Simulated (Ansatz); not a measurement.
# A hypothetical structure for Lu3Au

This structure for Lu3Au is made up. Its elements were placed in a known structure type with a cell scaled to their sizes. What cell does the guess relax to, and how far off was it?

Main program and level: Ansatz 0.2.0; DFT, PBE, plane-wave PAW, files of the set soft_1, scalar-relativistic, no spin, cell and ions relaxed at zero pressure; PAW set soft_1, in the first sound run; inputs show where later runs differ.

## 1. Starting point

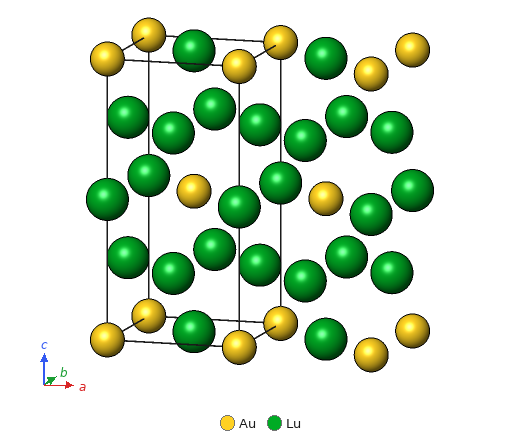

Start, viewed slightly off an axis; gold yellow, lutetium green. 2×1×1 cells are drawn. This picture shows the conventional cell, with its axes. Some periodic images of atoms are drawn too.

## 2. Relaxation of the guess

The guessed cell has no reason to be at equilibrium. It is relaxed with the atoms, within the space group of the guess.

Input file input.yaml:

```yaml
crystal:
  lattice:
    - [-2.268, 2.268, 4.686]
    - [2.268, -2.268, 4.686]
    - [2.268, 2.268, -4.686]
  atoms:
    - { symbol: Au, position: [0.0, 0.0, 0.0] }
    - { symbol: Lu, position: [0.5, 0.5, 0.0] }
    - { symbol: Lu, position: [0.25, 0.75, 0.5] }
    - { symbol: Lu, position: [0.75, 0.25, 0.5] }
kpoints:
  mp_grid: { grid: [8, 8, 8] }
scf:
  occupations: { method: fermi_dirac, width: 0.05 }
hamiltonian:
  xc: pbe
  pseudopotentials: { kind: paw, azcp: { folder: soft_1 } }
relax:
  f_tol: 0.015
  max_steps: 70
  cell: {}
output:
  forces: true
  stress: true
```

Run with:

```console
$ ansatz run input.yaml --threads 4 --pin off --max-ram 8192MiB --backend cpu --events-out ev --progress --plain --runs-dir out
```

Numbers of over 12 decimals in the logs are rounded to 6 here.

Output:

```text
Engine: ansatz 0.2.0, x86_64-unknown-linux-gnu
Pseudopotentials: kind: paw
Pseudopotential: Au, paw, valence charge 19, recommended cutoff 420 eV (normal), soft_1/Au.paw.azcp
Pseudopotential: Lu, paw, valence charge 25, recommended cutoff 420 eV (normal), soft_1/Lu.paw.azcp
Functional definition: PBE
  parameter kappa = 0.804
  parameter beta = 0.066725
  exchange = pbe_x(kappa = kappa, mu = beta*pi^2/3)
  correlation = pbe_c(beta = beta)
Crystal: 4 atoms, lattice volume = 96.416 Å³
Basis set: ecut = 420 eV, 1911 PW (Γ), exchange–correlation on 80×80×80 points (8 copies of the dense FFT grid, shifted against one another)
Bands: 57, of which v1, the nominal top of the filled ones, is band 47 counted from 1 (46 counted from 0)
Symmetry: 16 space group operations
Space group: I4/mmm (ITA 139), of the structure as read, at distance tolerance 4.6e-5 Å
k-points: 59 of 512
Non-local potential: Au, projectors of the file, l = 0: 3, l = 1: 2, l = 2: 2, l = 3: 1
Non-local potential: Lu, projectors of the file, l = 0: 3, l = 1: 2, l = 2: 2, l = 3: 3
PAW form: soft (Blöchl's): semilocal exchange-correlation on the pseudo side does not see the compensation charge
PAW one-centre angular grid: Au, 590 points (default); XC on 64 Gauss nodes
PAW one-centre angular grid: Lu, 590 points (default); XC on 64 Gauss nodes
Initial density: superposition of atomic densities (chi_scale 0.1, normalization cell, long waves kept (reshape's long-wave potential 0.00 eV rms))
Initial wavefunctions: pseudopotential atomic-orbital guess
Functional: x = pbe(κ = 0.804, μ = 0.219515), c = pbe(β = 0.066725)
SCF iter   1: F=—  HF=-57397.582277 eV  |F-HF|=—  |Δ(HF+E_count)|=         —  Δρ=4.47e-1  dr2=5.00e2  ethr=3.10e-3  ⟨swp⟩=5.9  Hψ=14858  notcnv=0  defer=5
preconditioner: auto → Kerker (q_TF=auto, 2.717 Å⁻¹)  [metal: Δε(μ)=0.005 eV  Ē_g=14.257 eV  σ=0.050 eV  W_gap=0.02  n_scr=32 (ndim 8)  ℏωp=33.8 eV  f_vac=0.000  D(μ)=5.07/eV (n_scr^D=44)]
SCF iter   2: F=—  HF=-57354.477331 eV  |F-HF|=—  |Δ(HF+E_count)|=    4.31e1  Δρ=1.18e-1  dr2=1.61e1  ethr=3.10e-3  ⟨swp⟩=6.5  Hψ=13327  notcnv=0  defer=125
SCF iter   3: F=—  HF=-57351.900180 eV  |F-HF|=—  |Δ(HF+E_count)|=    2.58e0  Δρ=6.07e-2  dr2=4.32e0  ethr=3.10e-3  ⟨swp⟩=4.4  Hψ=9911  notcnv=0  defer=117
SCF iter   4: F=—  HF=-57351.614149 eV  |F-HF|=—  |Δ(HF+E_count)|=   2.86e-1  Δρ=2.63e-2  dr2=9.87e-1  ethr=3.10e-3  ⟨swp⟩=3.7  Hψ=9742  notcnv=0  defer=119
SCF iter   5: F=—  HF=-57351.381654 eV  |F-HF|=—  |Δ(HF+E_count)|=   2.32e-1  Δρ=7.28e-3  dr2=7.41e-2  ethr=1.05e-3  ⟨swp⟩=4.0  Hψ=7736  notcnv=0  defer=120
SCF iter   6: F=—  HF=-57351.384556 eV  |F-HF|=—  |Δ(HF+E_count)|=   2.90e-3  Δρ=5.26e-3  dr2=4.00e-2  ethr=7.88e-5  ⟨swp⟩=3.8  Hψ=9887  notcnv=0  defer=120
SCF iter   7: F=—  HF=-57351.376293 eV  |F-HF|=—  |Δ(HF+E_count)|=   8.26e-3  Δρ=1.73e-3  dr2=2.45e-3  ethr=4.26e-5  ⟨swp⟩=3.2  Hψ=8497  notcnv=0  defer=118
SCF iter   8: F=—  HF=-57351.374713 eV  |F-HF|=—  |Δ(HF+E_count)|=   1.58e-3  Δρ=7.41e-4  dr2=6.27e-4  ethr=2.61e-6  ⟨swp⟩=3.2  Hψ=8326  notcnv=0  defer=118
SCF iter   9: F=—  HF=-57351.374767 eV  |F-HF|=—  |Δ(HF+E_count)|=   5.38e-5  Δρ=5.29e-4  dr2=3.77e-4  ethr=6.67e-7  ⟨swp⟩=3.0  Hψ=7990  notcnv=0  defer=118
SCF iter  10: F=—  HF=-57351.374691 eV  |F-HF|=—  |Δ(HF+E_count)|=   7.60e-5  Δρ=1.83e-4  dr2=5.16e-5  ethr=4.01e-7  ⟨swp⟩=2.1  Hψ=5938  notcnv=0  defer=118
SCF iter  11: F=—  HF=-57351.374682 eV  |F-HF|=—  |Δ(HF+E_count)|=   9.56e-6  Δρ=3.51e-5  dr2=1.81e-6  ethr=5.49e-8  ⟨swp⟩=2.8  Hψ=7110  notcnv=0  defer=118
SCF iter  12: F=-57351.374681 eV  HF=-57351.374681 eV  |F-HF|=1.70e-8  |Δ(HF+E_count)|=   2.65e-7  Δρ=8.39e-6  dr2=6.96e-8  ethr=1.06e-10  ⟨swp⟩=6.9  Hψ=23983  notcnv=0
SCF 1 converged in 12 iterations: F = -57351.374681 eV  dr2 = 6.96e-8
  greatest PAW one-centre occupation: 1.000 electrons in one spin orbital (limit 2), on the Au atom at site 0 (counted from 0), in its partial waves of l = 0
relax step   1: F+E_penalty+E_count = -57351.37468122 eV  Δ(F+E_penalty+E_count) = +0.000e0 eV  max|allowed force component| = 1.041e-17 eV/Å  Δτ_max = 0.0000 Å  P = +1.273 GPa  Ω = 96.416 Å³  (12 SCF iters, dr2 threshold 1.00e-7 eV, accepted)
Crystal: 4 atoms, lattice volume = 99.468 Å³
Basis set: ecut = 420 eV, 1959 PW (Γ), exchange–correlation on 80×80×80 points (8 copies of the dense FFT grid, shifted against one another)
Initial density: handed on by an earlier stage of this run
Initial wavefunctions: those handed on with the density
iter 1 solved again at ethr=1.28e-4 eV; its pass at ethr=3.10e-3 eV (dr2=1.21e-1 eV) is discarded
SCF iter   1: F=—  HF=-57351.407470 eV  |F-HF|=—  |Δ(HF+E_count)|=         —  Δρ=6.95e-3  dr2=1.22e-1  ethr=1.28e-4  ⟨swp⟩=2.8  Hψ=21997  notcnv=0
preconditioner: auto → Kerker (q_TF=auto, 2.703 Å⁻¹)  [metal: Δε(μ)=0.002 eV  Ē_g=12.038 eV  σ=0.050 eV  W_gap=0.01  n_scr=32 (ndim 8)  ℏωp=33.3 eV  f_vac=0.000  D(μ)=4.94/eV (n_scr^D=36)]
SCF iter   2: F=—  HF=-57351.385492 eV  |F-HF|=—  |Δ(HF+E_count)|=   2.20e-2  Δρ=2.47e-3  dr2=1.79e-2  ethr=1.28e-4  ⟨swp⟩=2.1  Hψ=4659  notcnv=0
SCF iter   3: F=—  HF=-57351.382310 eV  |F-HF|=—  |Δ(HF+E_count)|=   3.18e-3  Δρ=1.18e-3  dr2=1.71e-3  ethr=1.91e-5  ⟨swp⟩=2.0  Hψ=5808  notcnv=0  defer=6
SCF iter   4: F=—  HF=-57351.382301 eV  |F-HF|=—  |Δ(HF+E_count)|=   9.06e-6  Δρ=6.50e-4  dr2=2.95e-4  ethr=1.82e-6  ⟨swp⟩=3.0  Hψ=8211  notcnv=0  defer=6
SCF iter   5: F=—  HF=-57351.381932 eV  |F-HF|=—  |Δ(HF+E_count)|=   3.69e-4  Δρ=1.71e-4  dr2=3.23e-5  ethr=3.14e-7  ⟨swp⟩=4.1  Hψ=8299  notcnv=0  defer=6
SCF iter   6: F=—  HF=-57351.381935 eV  |F-HF|=—  |Δ(HF+E_count)|=   2.72e-6  Δρ=1.50e-4  dr2=2.25e-5  ethr=3.44e-8  ⟨swp⟩=3.2  Hψ=8483  notcnv=0  defer=6
SCF iter   7: F=—  HF=-57351.381929 eV  |F-HF|=—  |Δ(HF+E_count)|=   5.70e-6  Δρ=2.36e-5  dr2=3.64e-7  ethr=4.26e-10  ⟨swp⟩=7.1  Hψ=25877  notcnv=0
SCF iter   8: F=—  HF=-57351.381929 eV  |F-HF|=—  |Δ(HF+E_count)|=   1.08e-7  Δρ=1.42e-5  dr2=2.18e-7  ethr=3.87e-10  ⟨swp⟩=7.8  Hψ=19909  notcnv=0
SCF iter   9: F=-57351.381929 eV  HF=-57351.381929 eV  |F-HF|=9.38e-8  |Δ(HF+E_count)|=   9.53e-8  Δρ=7.38e-6  dr2=5.92e-8  ethr=2.32e-10  ⟨swp⟩=6.8  Hψ=16313  notcnv=0
SCF 2 converged in 9 iterations: F = -57351.381929 eV  dr2 = 5.92e-8
relax step   2: F+E_penalty+E_count = -57351.38192878 eV  Δ(F+E_penalty+E_count) = -7.248e-3 eV  max|allowed force component| = 3.469e-18 eV/Å  Δτ_max = 0.0000 Å  P = -0.583 GPa  Ω = 99.468 Å³  energy of the carried Pulay correction = -1.208e-3 eV  (9 SCF iters, dr2 threshold 4.00e-7 eV, accepted)
Crystal: 4 atoms, lattice volume = 98.701 Å³
Basis set: ecut = 420 eV, 1927 PW (Γ), exchange–correlation on 80×80×80 points (8 copies of the dense FFT grid, shifted against one another)
iter 1 solved again at ethr=1.21e-5 eV; its pass at ethr=3.10e-3 eV (dr2=1.14e-2 eV) is discarded
SCF iter   1: F=—  HF=-57351.387630 eV  |F-HF|=—  |Δ(HF+E_count)|=         —  Δρ=1.95e-3  dr2=1.17e-2  ethr=1.21e-5  ⟨swp⟩=3.4  Hψ=19164  notcnv=0
preconditioner: auto → Kerker (q_TF=auto, 2.706 Å⁻¹)  [metal: Δε(μ)=0.012 eV  Ē_g=12.036 eV  σ=0.050 eV  W_gap=0.06  n_scr=32 (ndim 8)  ℏωp=33.4 eV  f_vac=0.000  D(μ)=5.43/eV (n_scr^D=44)]
SCF iter   2: F=—  HF=-57351.385746 eV  |F-HF|=—  |Δ(HF+E_count)|=   1.88e-3  Δρ=7.75e-4  dr2=2.31e-3  ethr=1.21e-5  ⟨swp⟩=2.0  Hψ=3682  notcnv=0
SCF iter   3: F=—  HF=-57351.385444 eV  |F-HF|=—  |Δ(HF+E_count)|=   3.02e-4  Δρ=3.55e-4  dr2=1.62e-4  ethr=2.46e-6  ⟨swp⟩=2.1  Hψ=5453  notcnv=0
SCF iter   4: F=—  HF=-57351.385470 eV  |F-HF|=—  |Δ(HF+E_count)|=   2.66e-5  Δρ=2.92e-4  dr2=6.83e-5  ethr=1.72e-7  ⟨swp⟩=3.1  Hψ=8769  notcnv=0
SCF iter   5: F=—  HF=-57351.385391 eV  |F-HF|=—  |Δ(HF+E_count)|=   7.93e-5  Δρ=7.68e-5  dr2=1.27e-5  ethr=7.26e-8  ⟨swp⟩=4.2  Hψ=8634  notcnv=0
SCF iter   6: F=—  HF=-57351.385388 eV  |F-HF|=—  |Δ(HF+E_count)|=   3.26e-6  Δρ=3.82e-5  dr2=2.14e-6  ethr=1.35e-8  ⟨swp⟩=3.2  Hψ=7499  notcnv=0
SCF iter   7: F=-57351.385387 eV  HF=-57351.385387 eV  |F-HF|=3.01e-7  |Δ(HF+E_count)|=   3.46e-7  Δρ=1.14e-5  dr2=9.22e-8  ethr=4.26e-10  ⟨swp⟩=7.9  Hψ=21150  notcnv=0
SCF 3 converged in 7 iterations: F = -57351.385387 eV  dr2 = 9.22e-8
relax step   3: F+E_penalty+E_count = -57351.38538707 eV  Δ(F+E_penalty+E_count) = -3.458e-3 eV  max|allowed force component| = 3.155e-30 eV/Å  Δτ_max = 0.0000 Å  P = -0.122 GPa  Ω = 98.701 Å³  energy of the carried Pulay correction = -9.036e-4 eV  (7 SCF iters, dr2 threshold 4.00e-7 eV, accepted)
[...]
relax step   4: F+E_penalty+E_count = -57351.38879517 eV  Δ(F+E_penalty+E_count) = -3.408e-3 eV  max|allowed force component| = 8.240e-18 eV/Å  Δτ_max = 0.0000 Å  P = +0.235 GPa  Ω = 98.199 Å³  energy of the carried Pulay correction = -6.976e-4 eV  (9 SCF iters, dr2 threshold 2.36e-7 eV, accepted)
[...]
relax step   5: F+E_penalty+E_count = -57351.39343630 eV  Δ(F+E_penalty+E_count) = -4.641e-3 eV  max|allowed force component| = 2.602e-18 eV/Å  Δτ_max = 0.0000 Å  P = +0.525 GPa  Ω = 97.980 Å³  energy of the carried Pulay correction = -5.933e-4 eV  (8 SCF iters, dr2 threshold 4.00e-7 eV, accepted)
[...]
relax step   6: F+E_penalty+E_count = -57351.39787196 eV  Δ(F+E_penalty+E_count) = -4.436e-3 eV  max|allowed force component| = 1.301e-18 eV/Å  Δτ_max = 0.0000 Å  P = +0.233 GPa  Ω = 98.917 Å³  energy of the carried Pulay correction = -9.391e-4 eV  (9 SCF iters, dr2 threshold 4.00e-7 eV, accepted)
[...]
relax step   7: F+E_penalty+E_count = -57351.39806178 eV  Δ(F+E_penalty+E_count) = -1.898e-4 eV  max|allowed force component| = 1.952e-18 eV/Å  Δτ_max = 0.0000 Å  P = -0.021 GPa  Ω = 99.301 Å³  energy of the carried Pulay correction = -1.092e-3 eV  (8 SCF iters, dr2 threshold 1.80e-7 eV, accepted)
Initial wavefunctions: pseudopotential atomic-orbital guess (no wavefunctions were taken with the density)
iter 1 solved again at ethr=3.90e-8 eV; its pass at ethr=3.10e-3 eV (dr2=3.67e-5 eV) is discarded
SCF iter   1: F=—  HF=-57351.397262 eV  |F-HF|=—  |Δ(HF+E_count)|=         —  Δρ=8.95e-4  dr2=2.09e-5  ethr=3.90e-8  ⟨swp⟩=5.4  Hψ=30772  notcnv=0
preconditioner: auto → Kerker (q_TF=auto, 2.703 Å⁻¹)  [metal: Δε(μ)=0.006 eV  Ē_g=12.073 eV  σ=0.050 eV  W_gap=0.03  n_scr=32 (ndim 8)  ℏωp=33.3 eV  f_vac=0.000  D(μ)=6.14/eV (n_scr^D=68)]
SCF iter   2: F=—  HF=-57351.399378 eV  |F-HF|=—  |Δ(HF+E_count)|=   2.12e-3  Δρ=4.56e-4  dr2=5.67e-6  ethr=2.22e-8  ⟨swp⟩=2.5  Hψ=6472  notcnv=0
SCF iter   3: F=—  HF=-57351.399989 eV  |F-HF|=—  |Δ(HF+E_count)|=   6.11e-4  Δρ=1.77e-4  dr2=1.21e-6  ethr=6.03e-9  ⟨swp⟩=3.4  Hψ=8142  notcnv=0
SCF iter   4: F=—  HF=-57351.400092 eV  |F-HF|=—  |Δ(HF+E_count)|=   1.03e-4  Δρ=1.29e-5  dr2=4.68e-8  ethr=1.29e-9  ⟨swp⟩=3.1  Hψ=7091  notcnv=0
SCF iter   5: F=—  HF=-57351.400092 eV  |F-HF|=—  |Δ(HF+E_count)|=   3.64e-9  Δρ=3.13e-6  dr2=8.94e-9  ethr=4.98e-11  ⟨swp⟩=3.4  Hψ=8800  notcnv=0
SCF iter   6: F=—  HF=-57351.400092 eV  |F-HF|=—  |Δ(HF+E_count)|=  2.76e-10  Δρ=1.63e-6  dr2=2.68e-9  ethr=9.51e-12  ⟨swp⟩=3.5  Hψ=8648  notcnv=0
SCF iter   7: F=—  HF=-57351.400092 eV  |F-HF|=—  |Δ(HF+E_count)|=   1.50e-9  Δρ=1.02e-6  dr2=1.05e-9  ethr=2.85e-12  ⟨swp⟩=3.0  Hψ=7339  notcnv=0
SCF iter   8: F=—  HF=-57351.400092 eV  |F-HF|=—  |Δ(HF+E_count)|=  3.57e-10  Δρ=4.04e-7  dr2=1.77e-10  ethr=1.11e-12  ⟨swp⟩=2.0  Hψ=6015  notcnv=0
SCF iter   9: F=-57351.400092 eV  HF=-57351.400092 eV  |F-HF|=1.46e-11  |Δ(HF+E_count)|=  7.28e-12  Δρ=9.23e-8  dr2=7.42e-12  ethr=1.00e-12  ⟨swp⟩=7.1  Hψ=19967  notcnv=0
SCF 8 converged in 9 iterations: F = -57351.400092 eV  dr2 = 7.42e-12
relax step   8: F+E_penalty+E_count = -57351.40009236 eV  Δ(F+E_penalty+E_count) = -2.031e-3 eV  max|allowed force component| = 1.301e-18 eV/Å  Δτ_max = 0.0000 Å  P = -0.017 GPa  Ω = 99.301 Å³  stress off target by 3.01e-2 GPa  SCF on the basis re-selected at this cell (its energy is not comparable with the rows above)  (9 SCF iters)
basis re-selected at this cell: Δ(F+E_penalty+E_count) = -2.031e-3 eV, ΔP = +0.004 GPa vs the last step (what re-selecting the basis moved, of the pressure what is left beyond the Pulay correction that the steps carried, after the strain that the cell walked since its last selection, with what the two solves' SCF thresholds leave and, on support functions, any second-order correction that the steps lacked; it is no m [...]
SCF converged after 9 iterations
Free energy (F): -57351.400092 eV
Harris-Foulkes:  -57351.400092 eV  (|F-HF|=1.46e-11)
Internal energy: -57351.350213 eV  (E = F + TS)
E sigma→0 (E₀):  -57351.375153 eV
Entropy (-TS):   -0.049880 eV (-12.470 meV/atom)
Fermi energy:    15.772320 eV
--- Per-component energies (eV) ---
  E_band       = -173.932640
  E_kinetic    = 1830.173904
  E_local      = -21754.344948  (includes V_loc(G=0)·N_el)
  E_nonlocal   = 2133.932516
  E_hartree    = 9095.731120
  E_xc         = -839.792149
  E_vxc        = -1021.097198  (∫ρ·V_xc dr)
  E_paw        = -31986.156407  (= ΣΔE_a)
  E_vpaw       = 445.939251  (= ΣTr[D̂ρ^β])
  E_aug_tail   = 0.001572  (compensation charges beyond the density's cutoff)
  E_ewald      = -15830.895822
  E_smearing   = -0.049880  (= −TS)
  E_closure    = -0.000000  (closes the sum)
  Σ components = -57351.400092   (vs F -57351.400092, Δ=0.00e0)
--- Forces (eV/Å), atoms counted from 1 ---
  atom   1  Au    -0.00000000     0.00000000     0.00000000
  atom   2  Lu    -0.00000000     0.00000000     0.00000000
  atom   3  Lu     0.00000000     0.00000000     0.00000000
  atom   4  Lu    -0.00000000     0.00000000     0.00000000
  max |Σ_I F_I| component: 1.73e-18 eV/Å
--- Stress (GPa, compression-positive) ---
       -0.030125       0.000000       0.000000
        0.000000      -0.030125      -0.000000
        0.000000       0.000000       0.008884
  P = ⅓ Tr σ = -0.0171 GPa (-0.171 kbar)
--- Relaxed structure (7 steps of the walk, 7 accepted, 1 SCFs on fresh bases) ---
  F+E_penalty+E_count = -57351.40009236 eV   max|allowed force component| = 1.301e-18 eV/Å   (the final SCF, on the basis selected at the relaxed cell)
  cell:  # Å, volume = 99.3014 Å³
    - [-2.207251, 2.207251, 5.095562]
    - [2.207251, -2.207251, 5.095562]
    - [2.207251, 2.207251, -5.095562]
  atoms:
    - { symbol: Au, position: [0, 0, 0] }
    - { symbol: Lu, position: [0.500000, 0.500000, 0] }
    - { symbol: Lu, position: [0.250000, 0.750000, 0.500000] }
    - { symbol: Lu, position: [0.750000, 0.250000, 0.500000] }
```

The job ended after 37 s (4 threads of Intel Xeon Platinum 8375C at 2.90GHz (Ice Lake), shared host; peak memory 0.71 GiB; 2.4 min of CPU time).

Relaxation path:

| step | energy less that of the first step (eV) | largest force component (eV/Å) | pressure (GPa) | volume (Å³) |
| --- | --- | --- | --- | --- |
| 1 | 0.0000 | 0.0000 | 1.27 | 96.42 |
| 2 | -0.0072 | 0.0000 | -0.58 | 99.47 |
| 3 | -0.0107 | 0.0000 | -0.12 | 98.70 |
| 4 | -0.0141 | 0.0000 | 0.24 | 98.20 |
| 5 | -0.0188 | 0.0000 | 0.52 | 97.98 |
| 6 | -0.0232 | 0.0000 | 0.23 | 98.92 |
| 7 | -0.0234 | 0.0000 | -0.02 | 99.30 |
| 8* | -0.0254 | 0.0000 | -0.02 | 99.30 |

Relaxation steps marked * repeat the geometry before them on a plane-wave basis chosen anew for their cell, so energy and pressure can jump there.

Forces are held to the 16 operations that the run works with; a distortion that breaks them can't arise in this run.

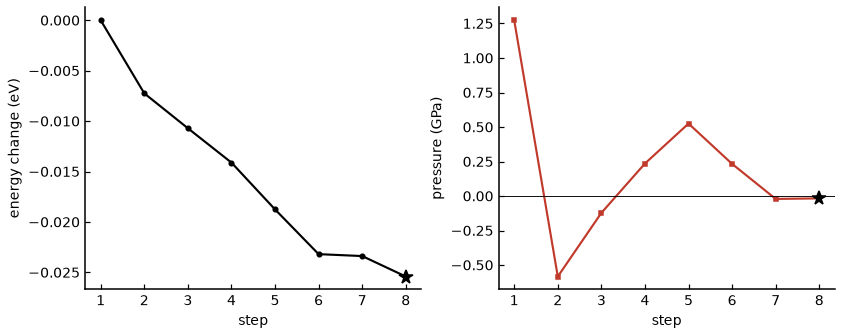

Energy and pressure along the relaxation. Stars mark steps on a basis chosen anew.

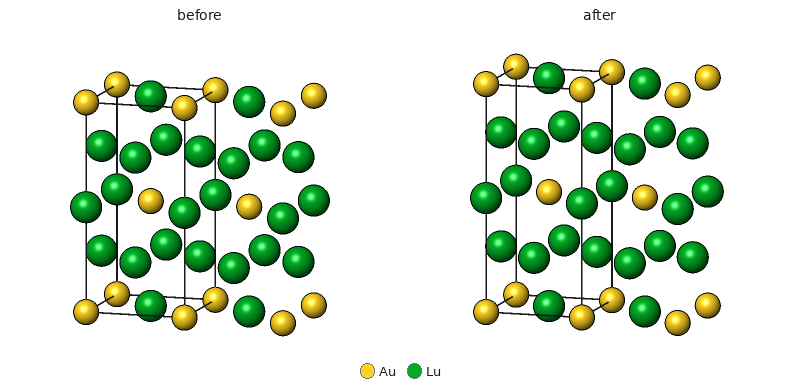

Before and after, at one scale.

| conventional cell, symmetrised | before | after | change |
| --- | --- | --- | --- |
| a (Å) | 4.536 | 4.415 | -2.7 % |
| b (Å) | 4.536 | 4.415 | -2.7 % |
| c (Å) | 9.372 | 10.191 | +8.7 % |
| volume (Å³/atom) | 24.10 | 24.83 | +3.0 % |

The relaxed structure:

```cif
data_structure
_symmetry_space_group_name_H-M 'P 1'
_symmetry_Int_Tables_number 1
_cell_length_a 5.9757
_cell_length_b 5.9757
_cell_length_c 5.9757
_cell_angle_alpha 136.646
_cell_angle_beta 136.646
_cell_angle_gamma 62.983
_cell_volume 99.30
loop_
_atom_site_label
_atom_site_type_symbol
_atom_site_fract_x
_atom_site_fract_y
_atom_site_fract_z
_atom_site_occupancy
Au1 Au 0.00000 0.00000 0.00000 1
Lu2 Lu 0.50000 0.50000 0.00000 1
Lu3 Lu 0.25000 0.75000 0.50000 1
Lu4 Lu 0.75000 0.25000 0.50000 1
```

This step gave:

* free energy: -57351.4001 eV
* energy at zero smearing: -57351.3752 eV
* smearing term TS: 0.04988 eV
* Fermi energy: 15.77 eV
* electrons: 94
* symmetry operations: 16
* pressure: -0.01712 GPa

Shortest distances by pair of elements, guess and relaxed (not always the same contact):

| pair | guess (Å) | relaxed (Å) |
| --- | --- | --- |
| Lu–Lu | 3.207 | 3.122 |
| Au–Lu | 3.207 | 3.122 |
| Au–Au | 4.536 | 4.415 |

The relaxation ends with a pressure of -0.02 GPa.

[end of part 1 of 2]

[Logs are printed without paths, hosts, clocks, repeated set-up lines and the standing remarks that a program may print on its own settings, such as how far it seeks lower states.]

[Hosts, paths, dates, database ids (printed as entryN), source tags and the programs' standing remarks are cut or masked in the printed files.]
